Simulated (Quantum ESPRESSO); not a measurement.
# E(M) of Mn3InC, part 2 of 2

Aim: the energy of Mn3InC as a function of the total spin moment of its primitive cell.

Quantum ESPRESSO 7.5; PBEsol; plane waves with GBRV 1.5 PBEsol potentials, no spin-orbit coupling.

So far, absolute magnetization (μB): step 2 (the free run) 6.65.

### 4. Moment fixed at 1.001 μB (continued)

Spin moment in the atom's sphere by atom:

```
atom  spin moment in the atom's sphere (μB)
 Mn1                                  0.324
 Mn2                                  0.324
 Mn3                                  0.324
 In4                                 -0.023
  C5                                 -0.032
```

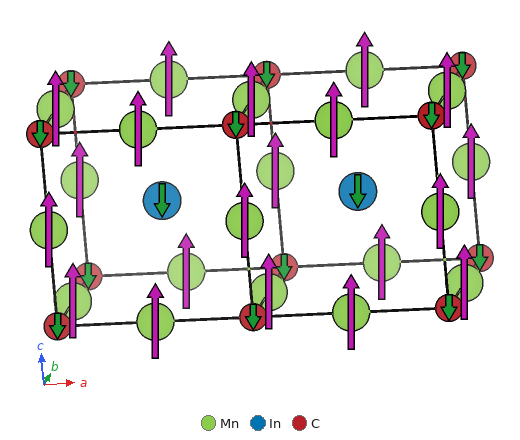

Spin moment in the atom's sphere as arrows, the longest 0.324 μB. Up and down stand for the sign. Arrows give size and sign along the axis of quantisation, drawn up and down the page. Each arrow also spans its atom, so small moments look longer than they are. The two directions have two colours. 2×1×1 cells are drawn. Some periodic images of atoms are drawn too.

This step gave:

```yaml
magnetization: 1.001 μB
absolute_magnetization: 1.213 μB
half_the_difference_of_the_two_fermi_energies: -124.2 meV
```

### 5. Moment fixed at 2.002 μB

pw.in reads:

```
&CONTROL
  calculation = 'scf'
  prefix = 'pwscf'
  outdir = './tmp'
  pseudo_dir = './pseudo'
  disk_io = 'nowf'
/
&SYSTEM
  ibrav = 0
  nat = 5
  ntyp = 3
  ecutwfc = 40
  ecutrho = 280
  nbnd = 46
  occupations = 'smearing'
  smearing = 'fd'
  degauss = 0.00734986
  nspin = 2
  starting_magnetization(1) = 0.0445
  starting_magnetization(2) = 0
  starting_magnetization(3) = 0
  tot_magnetization = 2.002
/
&ELECTRONS
  conv_thr = 1d-08
  electron_maxstep = 150
  mixing_beta = 0.3
/
ATOMIC_SPECIES
Mn     54.9380 mn_pbesol_v1.5.uspp.F.UPF
In    114.8180 in_pbesol_v1.4.uspp.F.UPF
C      12.0110 c_pbesol_v1.2.uspp.F.UPF
CELL_PARAMETERS angstrom
   3.9486650000    0.0000000000    0.0000000000
   0.0000000000    3.9486650000    0.0000000000
   0.0000000000    0.0000000000    3.9486650000
ATOMIC_POSITIONS crystal
Mn      0.5000000000    0.0000000000    0.0000000000
Mn      0.0000000000    0.0000000000    0.5000000000
Mn      0.0000000000    0.5000000000    0.0000000000
In      0.5000000000    0.5000000000    0.5000000000
C       0.0000000000    0.0000000000    0.0000000000
K_POINTS automatic
8 8 8 0 0 0
```

The run is started by

```bash
> OMP_NUM_THREADS=1 mpirun -n 2 pw.x -nk 2 -in pw.in > pw.out
```

The log of the run:

```text
     [... lines left out ...]
Program PWSCF v.7.5 starts
     [... lines left out ...]
     number of atoms/cell      =            5
     [... lines left out ...]
     number of electrons       =        62.00 (up:  32.00, down:  30.00)
     number of Kohn-Sham states=           46
     kinetic-energy cutoff     =      40.0000  Ry
     charge density cutoff     =     280.0000  Ry
     scf convergence threshold =      1.0E-08
     [... lines left out ...]
     48 Sym. Ops., with inversion, found
     [... lines left out ...]
     number of k points=    35  Fermi-Dirac smearing, width (Ry)=  0.0073
     [... lines left out ...]
     iteration # 13     ecut=    40.00 Ry     beta= 0.30
     [... lines left out ...]
     Magnetic moment per site  (integrated on atomic sphere of radius R)
     atom   1 (R=0.206)  charge= 12.0746  magn=  0.6351
     atom   2 (R=0.206)  charge= 12.0746  magn=  0.6351
     atom   3 (R=0.206)  charge= 12.0746  magn=  0.6351
     atom   4 (R=0.292)  charge= 11.0435  magn= -0.0369
     atom   5 (R=0.206)  charge=  3.0706  magn= -0.0653
     [... lines left out ...]
     the spin up/dw Fermi energies are    15.7519   16.0851 ev
!    total energy              =    -777.87342047 Ry
     estimated scf accuracy    <          6.1E-09 Ry
     smearing contrib. (-TS)   =      -0.01730873 Ry
     [... lines left out ...]
     total magnetization       =     2.00 Bohr mag/cell
     absolute magnetization    =     2.33 Bohr mag/cell
     convergence has been achieved in  13 iterations
```

It took 44 s on 2 MPI ranks of AMD EPYC 7R32 (Zen 2), shared host; peak memory 0.35 GiB; 88 s of CPU time.

Read from the output:

| Property | Result |
| --- | --- |
| magnetization | 2.002 μB |
| absolute magnetization | 2.329 μB |
| half the difference of the two Fermi energies | -166.6 meV |
| largest moment | 0.6351 μB |

### 6. E(M)

The runs not shown differ in the target, the start and the number of states alone. The point at 5.93 μB is the free run, entered with slope zero.

The energy over the lowest by total spin moment:

```
total spin moment (μB a cell)  energy over the lowest (meV a cell)
                         0.00                                  654
                         1.00                                  583
                         2.00                                  434
                         3.00                                  262
                         4.00                                  113
                         5.00                                 30.1
                         5.93                                    0
                         6.01                                0.299
                         7.01                                 58.3
                         8.01                                  179
```

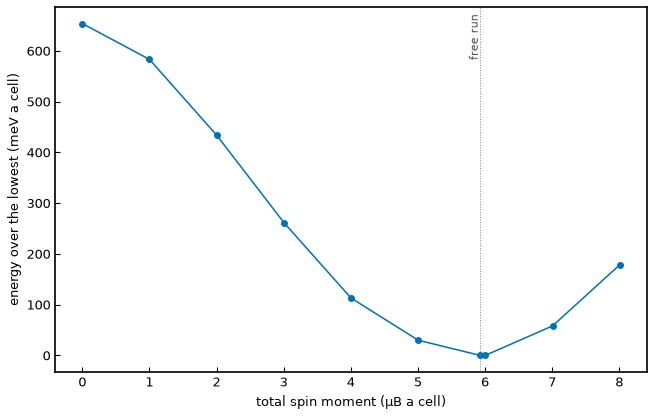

Energy over the lowest, plotted against total spin moment.

dE/dM against total spin moment:

```
total spin moment (μB a cell)  dE/dM (meV/μB)
                         0.00          -0.129
                         1.00            -124
                         2.00            -167
                         3.00            -170
                         4.00            -117
                         5.00           -55.4
                         5.93               0
                         6.01            8.21
                         7.01            93.1
                         8.01             155
```

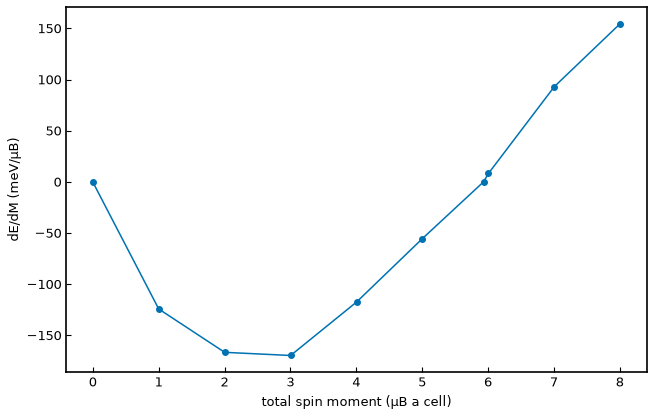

dE/dM against total spin moment.

Largest site moment against total spin moment:

```
total spin moment (μB a cell)  largest site moment (μB)
                         0.00                    1.3e-5
                         1.00                     0.324
                         2.00                     0.635
                         3.00                     0.940
                         4.00                      1.24
                         5.00                      1.54
                         5.93                      1.82
                         6.01                      1.84
                         7.01                      2.12
                         8.01                      2.39
```

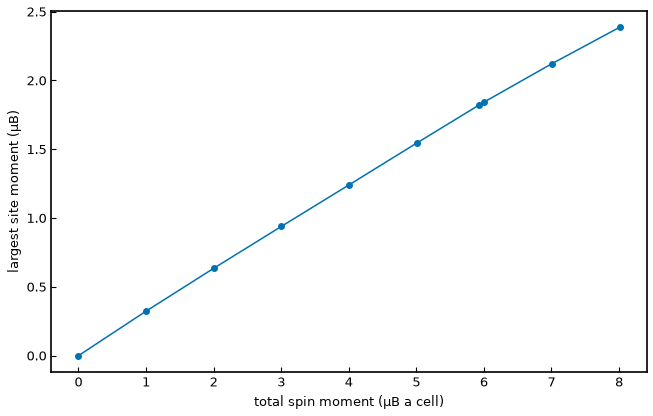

Largest site moment against total spin moment.

### 7. Results

```json
{
  "moment of the free run": "5.93 μB a cell",
  "energy at zero total moment": "654 meV a cell over the lowest",
  "ΔE/ΔM² from the lowest point to 7.01 and to 5.00 μB": "50 and 35 meV/μB²"
}
```

In words: At zero total moment the site moments vanish, so the 654 meV a cell is the energy of forming them. The points show one minimum alone. All runs start parallel; opposed orders may lie lower. Energies are free energies at an electronic temperature of 1160 K, which lowers moments and differences where the moments are itinerant.

[Logs and program files are shortened in this print: banners, set-up blocks, solver, clock and traceback lines can be left out without a mark of their own.]

[Logs are printed without paths, hosts, clocks, repeated set-up lines and the standing remarks that a program may print on its own settings, such as how far it seeks lower states.]

[Hosts, paths, dates, database ids (printed as entryN), source tags and the programs' standing remarks are cut or masked in the printed files.]

[Where a cell is said to come from a database of computed structures, the database is the Materials Project.]
